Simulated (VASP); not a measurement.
Band structure of Hg₃ZnTe₄ (ordered alloy cell). All values below come from PBEsol GGA, VASP's PBE PAW potentials (set 64) (plane waves; VASP 6.6.1).

Unless said otherwise, spin-orbit coupling is left out, though it shifts the bands of the heavy elements here.

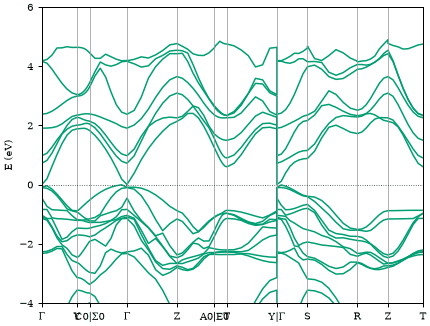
Bands along high-symmetry lines, zero at the valence-band maximum or, without a gap, the Fermi level

Question: Read the plot: is there a gap, and where are the band edges?

Answer: It has no gap at this level: it comes out as a metal or semimetal. (Edges off the drawn lines would not show.)

The structure was generated: Hg3ZnTe4 was put into an ordered model structure (Amm2), which need not be its known phase. It was relaxed first.
